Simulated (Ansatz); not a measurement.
**Na2CuPdF6 and its Na-free host: average intercalation voltage, by script**

What average voltage does Na2CuPdF6 give? A script is to give an average intercalation voltage; the system is Na2CuPdF6 and its Na-free host.

Program: the Python package of Ansatz 0.2.0. Level of theory: DFT LDA, plane waves, PAW. These are calculated values, not measurements.

## (1) The structure

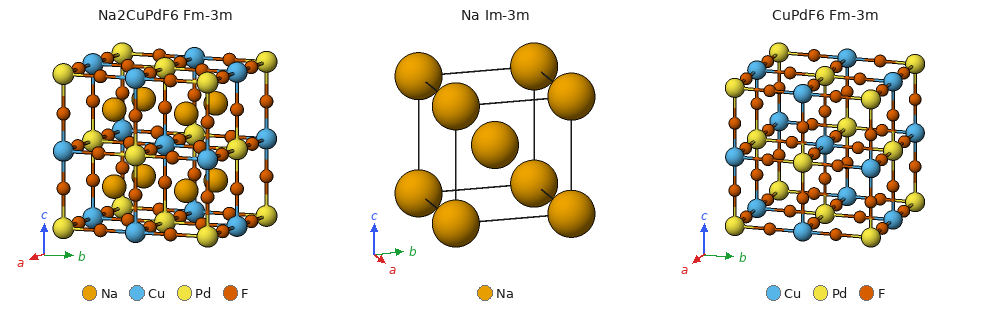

The starting structures, one conventional cell each, each at its own scale.

The script holds or builds the structure itself.

## (2) The script

voltage_na2cupdf6.py reads:

```python
'''Removing Na from Na2CuPdF6: voltage and change of volume, after relaxing cells and atoms.'''

from collections import Counter
import warnings

import ansatz as az
import numpy as np

FUNCTIONAL = 'lda'
KSPACING = 0.39
OCCUPATIONS = 'gaussian'
SMEARING_WIDTH = 0.05

PHASES = {
    'Na2CuPdF6': (
        [[0.0, 4.131027, 4.131027], [4.131027, 0.0, 4.131027], [4.131027, 4.131027, 0.0]],
        [
            ('Na', [0.75, 0.75, 0.75]),
            ('Na', [0.25, 0.25, 0.25]),
            ('Cu', [0.5, 0.5, 0.5]),
            ('Pd', [0.0, 0.0, 0.0]),
            ('F', [0.743022, 0.256978, 0.256978]),
            ('F', [0.256978, 0.256978, 0.743022]),
            ('F', [0.256978, 0.743022, 0.743022]),
            ('F', [0.256978, 0.743022, 0.256978]),
            ('F', [0.743022, 0.256978, 0.743022]),
            ('F', [0.743022, 0.743022, 0.256978]),
        ],
    ),
    'Na': (
        [[-2.141, 2.141, 2.141], [2.141, -2.141, 2.141], [2.141, 2.141, -2.141]],
        [
            ('Na', [0.0, 0.0, 0.0]),
        ],
    ),
}
MOMENTS = {'Cu': 0.6}  # parallel starting moments in muB


def build(vectors, sites):
    crystal = az.Crystal(lattice=az.Lattice.of(vectors))
    for symbol, position in sites:
        crystal = crystal.atom(symbol, position)
    return crystal

POLARISED = {'CuPdF6', 'Na2CuPdF6'}


def solve(name, crystal):
    calc = (
        crystal.calculation()
        .basis(24 * az.Ha)
        .scf(algorithm='direct_min')
        .functional(FUNCTIONAL)
        .kpoints(spacing=KSPACING)
        .occupations(OCCUPATIONS, width=SMEARING_WIDTH)
        .band_table()
    )
    if name in POLARISED:
        calc = calc.spin('collinear')
    calc = calc.relax(force_tolerance=0.02, cell=True)
    return calc.run(threads=1)


def counts(outcome):
    return Counter(site.symbol for site in outcome.lattice.sites)


def gap_ev(outcome):
    # nan where the run reports no band edges: a metal, overlapping bands, or a gap that is small against the smearing
    edges = outcome.report.get('band_edges_ev')
    return edges[1] - edges[0] if edges else float('nan')

warnings.simplefilter('ignore')

phases = {name: build(*cell) for name, cell in PHASES.items()}
for name in ['Na2CuPdF6']:
    phases[name] = phases[name].moments({e: m for e, m in MOMENTS.items() if e in phases[name].species()})
# empty the sites of the mobile ion
host = phases['Na2CuPdF6'].resolved()
for site in phases['Na2CuPdF6'].resolved().sites:
    if site.symbol == 'Na':
        host = host.vacancy('Na', at=site.position)
phases['CuPdF6'] = host.resolved()

done = {}
for name, crystal in phases.items():
    done[name] = solve(name, crystal)
    print(f'{name}: {done[name].report["energy_sigma0_ev"]:.4f} eV, {len(done[name].lattice.sites)} atoms')

full, empty, metal = done['Na2CuPdF6'], done['CuPdF6'], done['Na']
n = counts(full)['Na']
reaction = full.report['energy_sigma0_ev'] - empty.report['energy_sigma0_ev'] - n * metal.report['energy_sigma0_ev'] / len(metal.lattice.sites)
voltage = -reaction / n
v_full, v_empty = (abs(np.linalg.det(o.lattice.cell_ang)) for o in (full, empty))
print(f'average voltage {voltage:.3f} V for {n} Na per cell')
print(f'cell volume {v_empty:.2f} -> {v_full:.2f} A^3 on insertion ({100 * (v_full / v_empty - 1):+.1f} %)')
for o in (full, empty):
    print([f'{s.symbol}{m:+.2f}' for s, m in zip(o.lattice.sites, o.report['site_moments_mub']) if abs(m) > 0.05])
```

## (3) What the engine is handed

The package turns the script's settings into the engine's input (first run):

```yaml
crystal:
  lattice:
    - [0.0, 4.131027, 4.131027]
    - [4.131027, 0.0, 4.131027]
    - [4.131027, 4.131027, 0.0]
  atoms:
    - { symbol: Na, position: [0.75, 0.75, 0.75] }
    - { symbol: Na, position: [0.25, 0.25, 0.25] }
    - { symbol: Cu, position: [0.5, 0.5, 0.5] }
    - { symbol: Pd, position: [0.0, 0.0, 0.0] }
    - { symbol: F, position: [0.743022, 0.256978, 0.256978] }
    - { symbol: F, position: [0.256978, 0.256978, 0.743022] }
    - { symbol: F, position: [0.256978, 0.743022, 0.743022] }
    - { symbol: F, position: [0.256978, 0.743022, 0.256978] }
    - { symbol: F, position: [0.743022, 0.256978, 0.743022] }
    - { symbol: F, position: [0.743022, 0.743022, 0.256978] }
basis:
  ecutwfc: 653.073269903712
kpoints:
  mp_grid:
    kspacing: 0.39
hamiltonian:
  xc: lda
magnetization:
  spin_polarized: true
  per_species:
    Cu: 0.6
scf:
  algorithm: direct_min
  occupations:
    method: gaussian
    width: 0.05
relax:
  f_tol: 0.02
  cell: {}
output:
  eigenvalues: true
```

## (4) The run

Started as:

```
$ python voltage_na2cupdf6.py
```

Output:

```text
Na2CuPdF6: -21097.4558 eV, 10 atoms
Na: -1466.5658 eV, 1 atoms
CuPdF6: -18156.3968 eV, 8 atoms
average voltage 3.964 V for 2 Na per cell
cell volume 110.53 -> 127.64 A^3 on insertion (+15.5 %)
['Cu+0.08', 'Pd-0.48']
['Cu+0.64']
```

It took 6.1 min on 1 thread of AMD EPYC 9R45 (Zen 5), shared host; peak memory 1.1 GiB.

## (5) What changed from run to run

The engine's inputs for the other runs:

Run 2, against run 1:

```diff
@@ -3,3 +3,3 @@
-    - [0.0, 4.131027, 4.131027]
-    - [4.131027, 0.0, 4.131027]
-    - [4.131027, 4.131027, 0.0]
+    - [-2.141, 2.141, 2.141]
+    - [2.141, -2.141, 2.141]
+    - [2.141, 2.141, -2.141]
@@ -7,10 +7 @@
-    - { symbol: Na, position: [0.75, 0.75, 0.75] }
-    - { symbol: Na, position: [0.25, 0.25, 0.25] }
-    - { symbol: Cu, position: [0.5, 0.5, 0.5] }
-    - { symbol: Pd, position: [0.0, 0.0, 0.0] }
-    - { symbol: F, position: [0.743022, 0.256978, 0.256978] }
-    - { symbol: F, position: [0.256978, 0.256978, 0.743022] }
-    - { symbol: F, position: [0.256978, 0.743022, 0.743022] }
-    - { symbol: F, position: [0.256978, 0.743022, 0.256978] }
-    - { symbol: F, position: [0.743022, 0.256978, 0.743022] }
-    - { symbol: F, position: [0.743022, 0.743022, 0.256978] }
+    - { symbol: Na, position: [0.0, 0.0, 0.0] }
@@ -24,4 +14,0 @@
-magnetization:
-  spin_polarized: true
-  per_species:
-    Cu: 0.6
```

Run 3, against run 1:

```diff
@@ -7,2 +6,0 @@
-    - { symbol: Na, position: [0.75, 0.75, 0.75] }
-    - { symbol: Na, position: [0.25, 0.25, 0.25] }
```

## (6) What each run gave

From the records of these 3 runs:

```csv
run,system,space group at the end,spin polarised,energy (eV/atom),final volume (Å³/atom),pressure (GPa),moment (μB/cell),SCF cycles in all,CPU time (s)
1,Na2CuPdF6 (10 atoms),Fm-3m,yes,-2109.7456,12.76,0.01,-0.63,45,150
2,Na (1 atom),Im-3m,not set,-1466.5658,33.87,-0.04,0.00,18,1.7
3,CuPdF6 (8 atoms),Fm-3m,yes,-2269.5496,13.82,0.04,0.97,77,220
```

Energies are extrapolated to zero smearing width, as in the script. Totals carry meaning only in balanced differences at one level of theory.

## (7) Path of the relaxation of run 1

The steps of the relaxation:

```csv
step,energy from step 1 (eV/cell),largest force component (eV/Å),pressure (GPa),volume (Å³)
1,0.0000,0.0691,-7.59,141.00
2,-0.3038,0.1718,-2.76,131.84
3,-0.3473,0.0847,0.48,127.06
4,-0.3493,0.0042,0.00,127.64
5,-0.3479,0.0041,0.01,127.64
```

Step 1 is the start. Step 5 repeats the geometry before it on a plane-wave basis chosen anew for that cell, so its energy need not be comparable with the rows above.

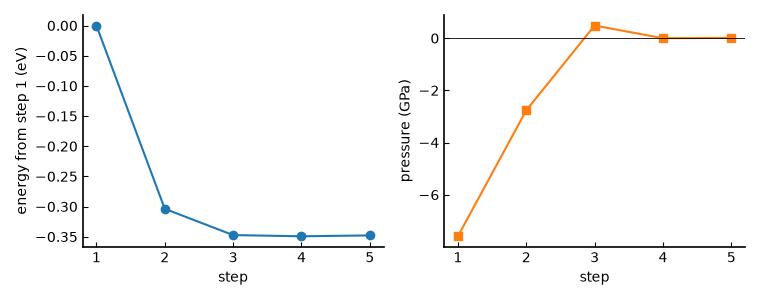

Energy and pressure along the relaxation.

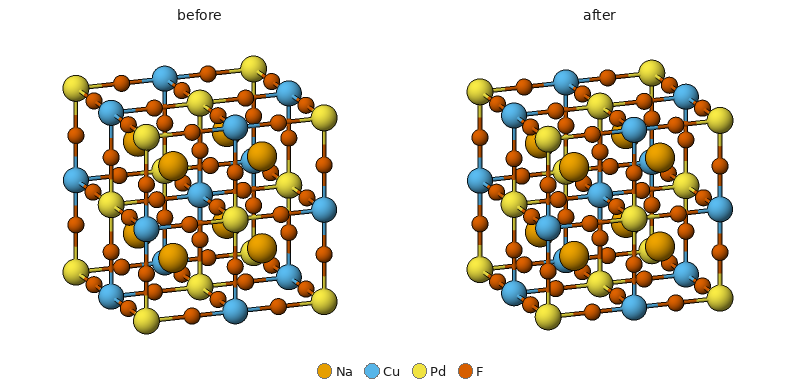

The structure before (left) and after (right) the relaxation, drawn at the same scale.

Lengths and angles in the start's conventional setting:

|  | before | after | change |
| --- | --- | --- | --- |
| a (Å) | 8.262 | 7.992 | -3.3 % |
| b (Å) | 8.262 | 7.992 | -3.3 % |
| c (Å) | 8.262 | 7.992 | -3.3 % |
| volume (Å³/atom) | 14.10 | 12.76 | -9.5 % |
| shortest distance (Å) | 2.008 | 1.940 | -3.4 % |
| space group (0.01 Å) | Fm-3m | Fm-3m | same |

Forces and stress were held to the start's 48 operations: a distortion of lower symmetry was not tested.

## (8) How the relaxation of run 2 went

Relaxation path:

| step | energy from step 1 (eV/cell) | largest force component (eV/Å) | pressure (GPa) | volume (Å³) |
| --- | --- | --- | --- | --- |
| 1 | 0.0000 | 0.0000 | -1.02 | 39.26 |
| 2 | -0.0057 | 0.0000 | -0.89 | 38.29 |
| 3 | -0.0193 | 0.0000 | 0.20 | 33.00 |
| 4 | -0.0198 | 0.0000 | -0.04 | 33.87 |
| 5 | -0.0197 | 0.0000 | -0.04 | 33.87 |

Step 1 is the start. Step 5 repeats the geometry before it on a plane-wave basis chosen anew for that cell, so its energy need not be comparable with the rows above.

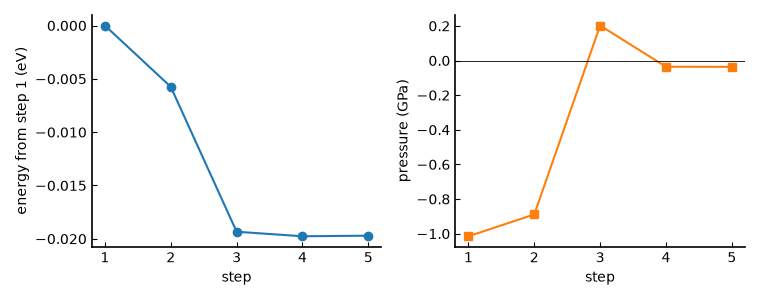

Energy and pressure along the relaxation.

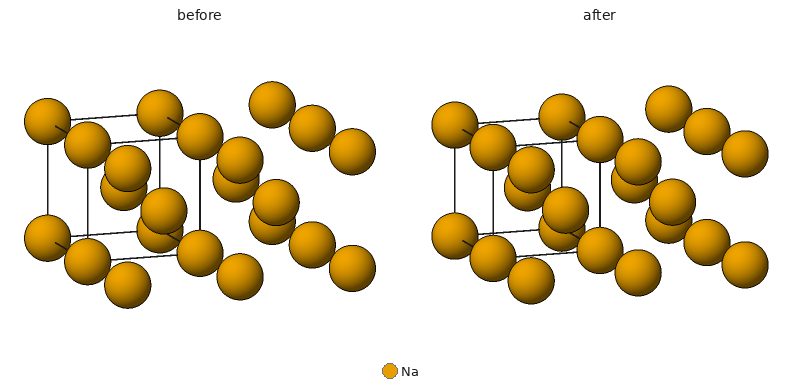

Before and after, at one scale.

Lengths and angles in the start's conventional setting:

|  | before | after | change |
| --- | --- | --- | --- |
| a (Å) | 4.282 | 4.076 | -4.8 % |
| b (Å) | 4.282 | 4.076 | -4.8 % |
| c (Å) | 4.282 | 4.076 | -4.8 % |
| volume (Å³/atom) | 39.26 | 33.87 | -13.7 % |
| shortest distance (Å) | 3.708 | 3.530 | -4.8 % |
| space group (0.01 Å) | Im-3m | Im-3m | same |

The run keeps the 48 symmetry operations of the start, so it could not have lowered the symmetry.

## (9) Results

```
       quantity    value
average voltage  3.964 V
  runs compared        3
```

What this shows: The voltage is an average between the two end compositions, without entropy or volume terms. The average voltage against Na metal is 3.964 V for 2 Na a cell, and insertion changes the volume by +15.5 %. In run 1, the volume shrank by 9.5 % over 3 moves, and the space group stayed Fm-3m. In run 2, the volume shrank by 13.7 % over 3 moves, and the space group stayed Im-3m. Without a Hubbard U or exact exchange, semilocal functionals often make such 3d compounds metallic or too weakly gapped. The emptied host keeps the framework's symmetry and may not be a stable phase; the voltage is an average over full removal at zero temperature. Magnetic phases start from parallel moments and may not end in their lowest magnetic state. Mesh, spin state and self-interaction can shift such a voltage by tenths of a volt. It is a formal energy of removing every such ion; where the cations can't give all the electrons, the anions are oxidised, and no electrode works so. Whether this is the phase that is stable at ambient conditions was not tested.
